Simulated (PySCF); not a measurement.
**C2H9B2N: a tour of settings**

Aim: see how C2H9B2N (`BNB(C)C`) answers to the choice of functional, basis, grid and SCF options.

Computed with PySCF 2.14.0, with density-fitted response routines of our own, on a single molecule in the gas phase. Atoms count from 0, in the outputs and in this text.

1 further run of the same task is left out (it didn't finish). Runs told in other sessions of the task aren't counted.

## (1) The starting structure

14 atoms, charge 0, multiplicity 1; geometry from: GFN2-xTB.

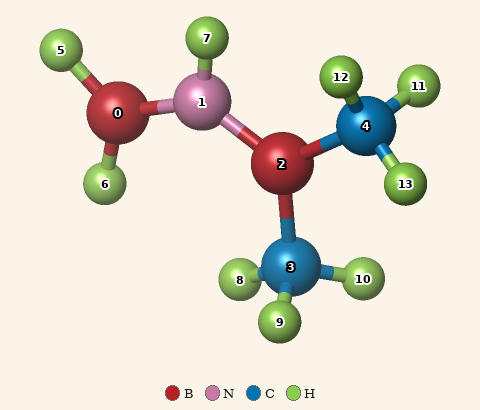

The starting geometry (boron red, nitrogen pink, carbon blue, hydrogen green), atoms numbered; sticks join atoms by distance.

## (2) NMR shieldings: BHandHLYP/cc-pVDZ

Job settings and geometry (Å):

```
{"job": {"kind": "nmr", "xc": "BHandHLYP", "basis": "cc-pVDZ", "pop": true, "scf": {"conv": 0.01, "max_cycle": 98}}, "charge": 0, "multiplicity": 1}
B      2.232937    -0.338778     0.318572
N      0.884703    -0.730833     0.324810
B     -0.309042    -0.031954    -0.013620
C     -0.310991     1.464439    -0.522336
C     -1.687180    -0.810484     0.119513
H      3.049575    -1.110012     0.657803
H      2.535844     0.738970    -0.016272
H      0.721031    -1.681613     0.632595
H      0.667598     1.838944    -0.802618
H     -0.695824     2.116788     0.261264
H     -0.976643     1.592939    -1.373978
H     -1.900188    -1.334579    -0.813104
H     -1.681409    -1.565081     0.904794
H     -2.531089    -0.149219     0.300412
```

Method: GIAO BHandHLYP/cc-pVDZ NMR shielding, non-relativistic, gas phase.

Started as:

```console
$ OMP_NUM_THREADS=1 python probes_run.py task.json out
```

One launch serves the whole session: the jobs run in the order shown.

Log:

```text
final grid: 104176 points
cycle   1  E = -186.0145103030  dE =  4.226e-01  |g| = 3.974e-01  |ddm| = 6.552e+00
cycle   2  E = -186.0364528498  dE = -2.194e-02  |g| = 3.036e-01  |ddm| = 1.324e+00
cycle   3  E = -186.0580806321  dE = -2.163e-02  |g| = 4.748e-02  |ddm| = 5.373e-01
cycle   4  E = -186.0585052304  dE = -4.246e-04  |g| = 2.504e-02  |ddm| = 9.924e-02
converged SCF energy = -186.0585052304

GIAO shielding tensors (ppm)
atom      isotropic    diamagn.    paramagn.     s11        s22        s33       span
  0 B       72.323     201.995    -129.671     38.483     46.365    132.123     93.640
  1 N      109.704     294.386    -184.682    -41.312    121.697    248.728    290.041
  2 B       62.116     202.782    -140.666     13.488     53.329    119.530    106.043
  3 C      192.622     244.129     -51.507    176.743    198.542    202.581     25.838
  4 C      187.916     244.252     -56.336    180.118    181.492    202.137     22.019
  5 H       26.691      30.845      -4.154     25.342     26.964     27.768      2.426
  6 H       26.317      33.320      -7.003     24.043     26.066     28.842      4.800
  7 H       25.238      29.443      -4.206     21.212     26.426     28.075      6.863
  8 H       30.843      31.642      -0.799     26.114     29.664     36.751     10.638
  9 H       31.554      30.120       1.434     28.017     29.385     37.262      9.245
 10 H       31.329      30.296       1.033     27.471     30.021     36.495      9.024
 11 H       31.342      29.673       1.669     28.138     29.275     36.613      8.476
 12 H       31.591      30.369       1.222     27.704     30.066     37.005      9.301
 13 H       31.125      30.126       0.998     27.127     30.279     35.968      8.841
```

It took 7.9 s on 1 thread of Arm Neoverse V1, shared host; peak memory 0.55 GiB.

A normal end doesn't make this result sound: the SCF threshold of 0.01 Eh is far too loose.

## (3) J couplings: PW91/aug-pcSseg-1

Same as in step 2 but for these lines:

```diff
@@ -1,2 +1,2 @@
-{"job": {"kind": "nmr", "xc": "BHandHLYP", "basis": "cc-pVDZ", "pop": true, "scf": {"conv": 0.01, "max_cycle": 98}}, "charge": 0, "multiplicity": 1}
+{"job": {"kind": "j", "xc": "PW91", "basis": "aug-pcSseg-1", "scf": {"level_shift": 0.2}}, "charge": 0, "multiplicity": 1}
 B      2.232937    -0.338778     0.318572
```

Method: PW91/aug-pcSseg-1 indirect spin-spin coupling, non-relativistic, gas phase.

Log:

```text
final grid: 104176 points
cycle   1  E = -185.9726314654  dE =  9.885e-02  |g| = 5.241e-01  |ddm| = 4.915e+00
cycle   2  E = -185.9818654279  dE = -9.234e-03  |g| = 5.429e-01  |ddm| = 9.632e-01
cycle   3  E = -186.0418461814  dE = -5.998e-02  |g| = 1.145e-01  |ddm| = 3.929e-01
cycle   4  E = -186.0452343024  dE = -3.388e-03  |g| = 3.295e-02  |ddm| = 1.531e-01
cycle   5  E = -186.0454740817  dE = -2.398e-04  |g| = 4.382e-03  |ddm| = 5.113e-02
cycle   6  E = -186.0454798462  dE = -5.765e-06  |g| = 2.677e-03  |ddm| = 1.343e-02
cycle   7  E = -186.0454813883  dE = -1.542e-06  |g| = 9.393e-04  |ddm| = 4.044e-03
cycle   8  E = -186.0454815810  dE = -1.927e-07  |g| = 2.319e-04  |ddm| = 1.605e-03
cycle   9  E = -186.0454815945  dE = -1.354e-08  |g| = 3.501e-05  |ddm| = 4.533e-04
cycle  10  E = -186.0454815949  dE = -3.864e-10  |g| = 9.144e-06  |ddm| = 1.006e-04
level shift removed, Fock matrix diagonalised once more
converged SCF energy = -186.0454815949

Indirect spin-spin couplings (Hz)
  i      j    bonds     total        FC       PSO       DSO        SD
  0 B    1 N    1    -27.411   -30.260     3.124    -0.066    -0.209
  0 B    2 B    2      1.538     0.923     0.519    -0.137     0.233
  0 B    3 C    3      2.335     2.359    -0.018    -0.014     0.008
  0 B    4 C    3      2.634     2.415     0.247    -0.098     0.071
  0 B    5 H    1    134.472   134.705    -1.177     0.560     0.384
  0 B    6 H    1    145.044   145.250    -1.227     0.608     0.413
  0 B    7 H    2      1.032     2.475    -0.552    -0.829    -0.062
  0 B    8 H    4     -0.208    -0.096    -0.278     0.219    -0.052
  0 B   10 H    4      0.274     0.367     0.283    -0.351    -0.025
  0 B   11 H    4      0.278     0.323     0.301    -0.348     0.002
  0 B   12 H    4     -0.383    -0.399     0.344    -0.333     0.005
  0 B   13 H    4      0.662     0.709     0.363    -0.411     0.000
  1 N    2 B    1    -26.434   -28.597     2.415    -0.099    -0.154
  1 N    3 C    2     -2.328    -2.499     0.166     0.002     0.004
  1 N    4 C    2     -1.233    -1.460     0.223     0.000     0.003
  1 N    5 H    2     -0.414    -0.956     0.456     0.101    -0.016
  1 N    6 H    2     -1.720    -2.307     0.497     0.091    -0.002
  1 N    7 H    1    -69.275   -66.057    -2.563    -0.325    -0.330
  1 N    8 H    3     -1.007    -1.145     0.130    -0.013     0.021
  1 N    9 H    3     -0.530    -0.568    -0.039     0.090    -0.014
  1 N   10 H    3     -1.680    -1.743    -0.061     0.128    -0.005
  1 N   11 H    3     -0.053    -0.112     0.001     0.057     0.002
  1 N   12 H    3     -1.477    -1.554     0.076    -0.017     0.017
  1 N   13 H    3     -2.703    -2.767    -0.079     0.147    -0.003
  2 B    3 C    1     69.746    71.068    -1.876     0.223     0.332
  2 B    4 C    1     64.480    65.674    -1.789     0.219     0.375
  2 B    5 H    3      3.980     3.999     0.510    -0.523    -0.006
  2 B    6 H    3      2.302     2.403    -0.008    -0.074    -0.019
  2 B    7 H    2      1.775     2.950    -0.536    -0.573    -0.065
  2 B    8 H    2     -4.844    -4.500    -0.197    -0.209     0.062
  2 B    9 H    2     -1.864    -1.944    -0.015    -0.107     0.202
  2 B   10 H    2     -2.572    -2.348    -0.186    -0.148     0.110
  2 B   11 H    2     -2.331    -2.520     0.072    -0.110     0.227
  2 B   12 H    2     -3.444    -3.184    -0.127    -0.210     0.078
  2 B   13 H    2     -3.533    -3.168    -0.253    -0.182     0.070
  3 C    4 C    2      6.251     6.482    -0.225    -0.006         -
  3 C    5 H    4      0.184     0.230     0.194    -0.241         -
  3 C    6 H    4      0.811     0.799    -0.120     0.132         -
  3 C    7 H    3      4.899     5.062     0.345    -0.507         -
  3 C    8 H    1    128.014   125.690     1.741     0.584         -
  3 C    9 H    1    132.320   129.678     2.060     0.583         -
  3 C   10 H    1    130.387   127.860     1.952     0.575         -
  3 C   11 H    3     -0.372    -0.314     0.100    -0.158         -
  3 C   12 H    3      3.543     3.633     0.256    -0.347         -
  3 C   13 H    3      1.526     1.556    -0.066     0.037         -
  4 C    7 H    3      3.639     3.740    -0.215     0.114         -
  4 C    8 H    3      5.732     5.820     0.279    -0.367         -
  4 C    9 H    3     -0.232    -0.170     0.026    -0.088         -
  4 C   10 H    3      0.953     0.993    -0.048     0.008         -
  4 C   11 H    1    130.901   128.253     2.075     0.573         -
  4 C   12 H    1    126.752   124.234     1.944     0.575         -
  4 C   13 H    1    130.374   127.993     1.824     0.558         -
  5 H    6 H    2      3.329     3.745     1.705    -2.121         -
  5 H    7 H    3      6.409     6.650     0.013    -0.255         -
  5 H    8 H    5     -0.230    -0.082     0.516    -0.663         -
  5 H    9 H    5     -0.356    -0.197     0.831    -0.990         -
  5 H   10 H    5     -0.307    -0.139     0.961    -1.129         -
  5 H   11 H    5     -0.396    -0.289     0.678    -0.785         -
  6 H    7 H    3      9.979    10.673     2.400    -3.095         -
  6 H    9 H    5     -0.199    -0.161     0.223    -0.261         -
  6 H   11 H    5     -0.395    -0.269     0.733    -0.859         -
  6 H   12 H    5     -0.186    -0.058     0.849    -0.976         -
  6 H   13 H    5     -0.209    -0.083     0.765    -0.891         -
  7 H    8 H    4     -0.490    -0.201     1.718    -2.007         -
  7 H    9 H    4     -0.611    -0.360     1.485    -1.736         -
  7 H   11 H    4     -0.406    -0.360     0.055    -0.100         -
  7 H   13 H    4     -0.244    -0.043     1.271    -1.472         -
  8 H    9 H    2    -13.271   -13.295     2.647    -2.623         -
  8 H   10 H    2    -11.099   -11.110     2.709    -2.698         -
  8 H   12 H    4      0.840     1.062     1.340    -1.561         -
  8 H   13 H    4      0.671     0.856     1.263    -1.449         -
  9 H   10 H    2    -15.372   -15.430     2.603    -2.545         -
  9 H   11 H    4      2.047     2.234     1.112    -1.299         -
  9 H   13 H    4      0.358     0.313    -0.484     0.530         -
 10 H   11 H    4      0.607     0.609    -0.175     0.173         -
 10 H   12 H    4      1.167     1.367     1.279    -1.480         -
 11 H   12 H    2    -14.360   -14.412     2.626    -2.574         -
 11 H   13 H    2    -14.646   -14.683     2.637    -2.600         -
 12 H   13 H    2    -10.817   -10.833     2.721    -2.706         -
```

Run time: 30 s. Hardware: 1 thread of Arm Neoverse V1, shared host; peak memory 0.63 GiB.

This basis has no tight s functions, so the Fermi-contact terms are rough.

Couplings of 1 Hz or more over one to four bonds, nine at most for each number, with means over like pairs (isotopes 11B, 13C, 1H, 15N):

| pair | bonds | J (Hz) | Fermi contact (Hz) |
| --- | --- | --- | --- |
| B0–H5 | 1 | 139.8 | 140.0 |
| C3–H8 | 1 | 129.8 | 127.3 |
| N1–H7 | 1 | -69.3 | -66.1 |
| B2–C3 | 1 | 67.1 | 68.4 |
| B0–N1 | 1 | -27.4 | -30.3 |
| N1–B2 | 1 | -26.4 | -28.6 |
| H8–H9 | 2 | -13.3 | -13.3 |
| C3–C4 | 2 | 6.3 | 6.5 |
| H5–H6 | 2 | 3.3 | 3.7 |
| B2–H8 | 2 | -3.1 | -2.9 |
| N1–C3 | 2 | -1.8 | -2.0 |
| B2–H7 | 2 | 1.8 | 3.0 |
| B0–B2 | 2 | 1.5 | 0.9 |
| N1–H5 | 2 | -1.1 | -1.6 |
| B0–H7 | 2 | 1.0 | 2.5 |
| H5–H7 | 3 | 8.2 | 8.7 |
| C3–H7 | 3 | 4.3 | 4.4 |
| B2–H5 | 3 | 3.1 | 3.2 |
| B0–C3 | 3 | 2.5 | 2.4 |
| C3–H11 | 3 | 1.9 | 1.9 |
| N1–H8 | 3 | -1.2 | -1.3 |

Means hide unlike values in this fixed geometry: C3–H11 from -0.4 to 5.7 Hz. They hold only if the pairs exchange fast.

The spin-dipole term was solved for some atoms only; pairs without it lack that part.

Quadrupole couplings from the field gradients of the same density:

| atom | isotope | eQq/h (MHz) | η |
| --- | --- | --- | --- |
| B0 | 11B | 4.842 | 0.16 |
| B2 | 11B | 4.657 | 0.18 |
| N1 | 14N | 1.351 | 0.43 |

## (4) Shielding tensors: PBE0/pcSseg-1

Same as in step 3 but for these lines:

```diff
@@ -1,2 +1,2 @@
-{"job": {"kind": "j", "xc": "PW91", "basis": "aug-pcSseg-1", "scf": {"level_shift": 0.2}}, "charge": 0, "multiplicity": 1}
+{"job": {"kind": "nmr", "xc": "PBE0", "basis": "pcSseg-1", "pop": true, "scf": {"level_shift": 0.2, "guess": "atom"}}, "charge": 0, "multiplicity": 1}
 B      2.232937    -0.338778     0.318572
```

Method: GIAO PBE0/pcSseg-1 NMR shielding, non-relativistic, gas phase.

Log:

```text
final grid: 104176 points
cycle   1  E = -185.6673519825  dE =  9.750e-01  |g| = 1.006e+00  |ddm| = 3.143e+00
cycle   2  E = -185.7640374536  dE = -9.669e-02  |g| = 7.872e-01  |ddm| = 1.077e+00
cycle   3  E = -185.8926460761  dE = -1.286e-01  |g| = 1.307e-01  |ddm| = 3.802e-01
cycle   4  E = -185.8971792186  dE = -4.533e-03  |g| = 2.799e-02  |ddm| = 1.116e-01
cycle   5  E = -185.8973627359  dE = -1.835e-04  |g| = 4.996e-03  |ddm| = 2.788e-02
cycle   6  E = -185.8973719548  dE = -9.219e-06  |g| = 1.973e-03  |ddm| = 7.699e-03
cycle   7  E = -185.8973731517  dE = -1.197e-06  |g| = 5.248e-04  |ddm| = 2.448e-03
cycle   8  E = -185.8973732689  dE = -1.172e-07  |g| = 1.623e-04  |ddm| = 7.804e-04
cycle   9  E = -185.8973732845  dE = -1.559e-08  |g| = 4.192e-05  |ddm| = 2.956e-04
cycle  10  E = -185.8973732865  dE = -1.974e-09  |g| = 1.672e-05  |ddm| = 9.954e-05
cycle  11  E = -185.8973732868  dE = -3.068e-10  |g| = 6.945e-06  |ddm| = 3.805e-05
level shift removed, Fock matrix diagonalised once more
converged SCF energy = -185.8973732868

GIAO shielding tensors (ppm)
atom      isotropic    diamagn.    paramagn.     s11        s22        s33       span
  0 B       54.187     195.145    -140.957     11.697     26.820    124.045    112.348
  1 N       77.768     320.834    -243.066    -79.727     90.869    222.162    301.889
  2 B       42.722     190.240    -147.519    -16.058     33.836    110.387    126.445
  3 C      182.095     253.101     -71.006    162.591    189.687    194.009     31.418
  4 C      176.344     254.133     -77.789    166.685    168.782    193.563     26.878
  5 H       26.343      29.480      -3.137     24.889     26.678     27.461      2.572
  6 H       26.065      31.495      -5.430     23.246     26.020     28.928      5.682
  7 H       24.487      32.046      -7.559     20.652     25.517     27.293      6.641
  8 H       30.584      32.203      -1.619     25.595     29.280     36.876     11.281
  9 H       31.322      30.782       0.540     27.561     28.997     37.409      9.849
 10 H       31.140      31.073       0.067     27.148     29.868     36.405      9.258
 11 H       31.094      30.632       0.461     27.783     28.782     36.716      8.933
 12 H       31.465      31.548      -0.083     27.504     29.700     37.191      9.687
 13 H       30.895      31.212      -0.318     26.807     30.134     35.743      8.935
```

Run time: 11 s. Hardware: 1 thread of Arm Neoverse V1, shared host; peak memory 0.64 GiB.

The references, computed at this level on geometries of the same kind, shield at (ppm): 1H TMS 31.72, 13C TMS 186.9, 15N NH3 267.7, 11B BF3·OEt2 100.1. Their shielding less the atom's gives the shift. The references are single molecules in the gas phase, so shifts against H2O, NH3, PH3, H3PO4 or CFCl3 are not on the usual liquid scales and can be off by tens of ppm. Atoms listed in one row are averaged.

| atoms | environment | σ (ppm) | δ (ppm) | δ scaled to CDCl3 |
| --- | --- | --- | --- | --- |
| C3, C4 | methyl carbon bonded to B | 179.2 | 7.7 | 5.6 |
| H7 | hydrogen on a nitrogen bonded to 2 B | 24.49 | 7.23 | – |
| H5, H6 | hydrogen on a boron bonded to N | 26.20 | 5.51 | – |
| H8, H9, H10, H11, H12, H13 | hydrogen on a methyl carbon bonded to B | 31.08 | 0.63 | 0.70 |
| B2 | boron bonded to 2 C, N | 42.7 | 57.3 | – |
| B0 | boron bonded to N, 2 H | 54.2 | 45.9 | – |
| N1 | nitrogen bonded to 2 B, H | 77.8 | 190.0 | – |

The scaled column applies a straight-line fit of computed shieldings to shifts measured in CDCl3 (root-mean-square error 0.16 ppm for H, 1.9 ppm for C).

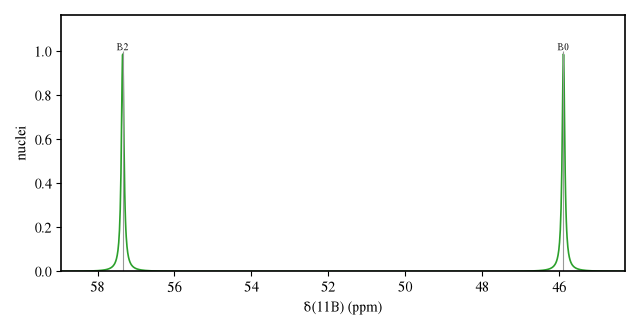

11B lines at the computed shifts, without couplings. Lines are broadened to a width of 0.08 ppm (Lorentzian).

Charges from the same density, by scheme (e):

| atoms | Mulliken | IAO | Hirshfeld | ESP fit |
| --- | --- | --- | --- | --- |
| B0 | 0.15 | 0.04 | 0.14 | 0.35 |
| N1 | -0.49 | -0.42 | -0.21 | -0.69 |
| B2 | 0.45 | 0.36 | 0.22 | 0.82 |
| C3, C4 | -0.52 | -0.58 | -0.20 | -0.77 |

Hirshfeld charges:

B0 0.14; N1 -0.21; B2 0.22; C3 -0.20; C4 -0.20; H5 -0.07; H6 -0.06; H7 0.13; H8 0.03; H9 0.05; H10 0.04; H11 0.05; H12 0.03; H13 0.04

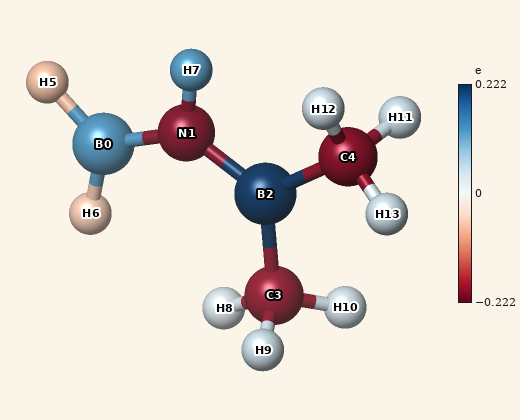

Hirshfeld charges, as colours on the atoms.

Mayer bond orders: B0–N1 1.26, N1–B2 1.16, B2–C3 1.05, B2–C4 1.02.

## (5) Nuclear shieldings: PBE/def2-SVPD

Same as in step 4 but for these lines:

```diff
@@ -1,2 +1,2 @@
-{"job": {"kind": "nmr", "xc": "PBE0", "basis": "pcSseg-1", "pop": true, "scf": {"level_shift": 0.2, "guess": "atom"}}, "charge": 0, "multiplicity": 1}
+{"job": {"kind": "nmr", "xc": "PBE", "basis": "def2-SVPD", "pop": true}, "charge": 0, "multiplicity": 1}
 B      2.232937    -0.338778     0.318572
```

With the program's defaults for keys left out, this is: GIAO PBE/def2-SVPD NMR shielding, non-relativistic, gas phase.

Log:

```text
coarse grid: 10992 points
cycle   1  E = -185.6010391063  dE =  1.162e-01  |g| = 6.636e-01  |ddm| = 8.021e+00
cycle   2  E = -185.4335966547  dE =  1.674e-01  |g| = 1.031e+00  |ddm| = 3.172e+00
cycle   3  E = -185.7167520043  dE = -2.832e-01  |g| = 1.395e-01  |ddm| = 1.544e+00
cycle   4  E = -185.7215637443  dE = -4.812e-03  |g| = 4.352e-02  |ddm| = 2.354e-01
cycle   5  E = -185.7219504662  dE = -3.867e-04  |g| = 1.367e-02  |ddm| = 6.566e-02
cycle   6  E = -185.7220057670  dE = -5.530e-05  |g| = 3.227e-03  |ddm| = 2.824e-02
cycle   7  E = -185.7220085846  dE = -2.818e-06  |g| = 4.819e-04  |ddm| = 9.689e-03
final grid: 104176 points
cycle   8  E = -185.7535282937  dE = -4.330e-05  |g| = 1.417e-02  |ddm| = 2.188e-01
cycle   9  E = -185.7534475472  dE =  8.075e-05  |g| = 2.308e-02  |ddm| = 5.523e-02
cycle  10  E = -185.7535762482  dE = -1.287e-04  |g| = 3.074e-03  |ddm| = 2.854e-02
cycle  11  E = -185.7535785666  dE = -2.318e-06  |g| = 3.217e-04  |ddm| = 4.033e-03
cycle  12  E = -185.7535785910  dE = -2.448e-08  |g| = 1.202e-04  |ddm| = 9.962e-04
cycle  13  E = -185.7535785953  dE = -4.287e-09  |g| = 2.609e-05  |ddm| = 2.582e-04
cycle  14  E = -185.7535785955  dE = -1.837e-10  |g| = 7.244e-06  |ddm| = 9.368e-05
converged SCF energy = -185.7535785955

GIAO shielding tensors (ppm)
atom      isotropic    diamagn.    paramagn.     s11        s22        s33       span
  0 B       59.424     235.923    -176.499     18.828     33.144    126.301    107.474
  1 N       93.035     275.146    -182.111    -54.316    100.082    233.340    287.655
  2 B       48.691     219.819    -171.128     -7.724     40.696    113.101    120.825
  3 C      186.930     242.299     -55.369    168.355    194.320    198.113     29.758
  4 C      181.669     245.873     -64.205    173.073    174.885    197.047     23.974
  5 H       26.050      27.674      -1.623     24.301     26.767     27.083      2.782
  6 H       25.784      34.548      -8.765     22.699     26.262     28.390      5.692
  7 H       24.226      37.758     -13.532     20.968     24.412     27.298      6.331
  8 H       30.590      35.183      -4.594     26.122     29.361     36.287     10.165
  9 H       31.464      29.322       2.142     27.882     29.571     36.940      9.058
 10 H       31.158      27.268       3.890     27.451     30.158     35.865      8.414
 11 H       31.182      29.666       1.516     28.094     29.329     36.123      8.029
 12 H       31.443      30.254       1.189     27.875     29.814     36.639      8.764
 13 H       30.845      27.962       2.882     27.073     30.394     35.068      7.995
```

Wall time 21 s (1 thread of Arm Neoverse V1, shared host); peak memory 0.69 GiB.

Key values: σ C3 184.3, B2 48.7, B0 59.4, N1 93.0, H7 24.23, H5 25.92 ppm (means over like atoms).

## (6) Comparing the runs: NMR shifts

Shifts (ppm), means over like atoms, with basis size and wall time:

| run | C3 | H7 | H5 | H8 | N1 | functions | time |
| --- | --- | --- | --- | --- | --- | --- | --- |
| PBE0/pcSseg-1 | 7.7 | 7.23 | 5.51 | 0.63 | 190.0 | 130 | 11 s |
| PBE/def2-SVPD | 6.2 | 7.55 | 5.86 | 0.67 | 175.3 | 172 | 21 s |

## (7) Summary of results

| quantity | value |
| --- | --- |
| largest coupling of the table (PW91/aug-pcSseg-1) | 1J(B,H) B0–H5, 139.8 Hz (mean over like pairs) |
| 13C shifts against TMS (PBE0/pcSseg-1, means over atoms taken as alike) | 7.7 ppm |
| 1H shifts against TMS (PBE0/pcSseg-1, means over atoms taken as alike) | 7.23, 5.51, 0.63 ppm |
| 11B shifts against BF3·OEt2 (PBE0/pcSseg-1) | 57.3, 45.9 ppm |
| 15N shifts against NH3 (PBE0/pcSseg-1) | 190.0 ppm |
| range of the shift of N1 | 175.3 to 190.0 ppm |
| property runs in this session | 4, of which 0 failed and 1 gave unsound results |

**Reading.** Single values in the summary come from the first sound run of each kind (PBE0/pcSseg-1; PW91/aug-pcSseg-1), which need not be the best level. Of the pairs tabulated at PW91/aug-pcSseg-1, B0–H5 (mean over like pairs) couples most strongly (139.8 Hz; Fermi contact 140.0 Hz). Couplings across rotatable bonds belong to this one conformer; where others are populated, the observed values are averages. At PBE0/pcSseg-1: The widest tensor belongs to N1: span 302 ppm, with a paramagnetic part of -243 ppm. Among the atoms with a shift in every run: In ppm, N1 moves most: its shift spreads over 14.7 ppm, from 175.3 (PBE/def2-SVPD) to 190.0 (PBE0/pcSseg-1). Couplings from bases without tight functions are rough.
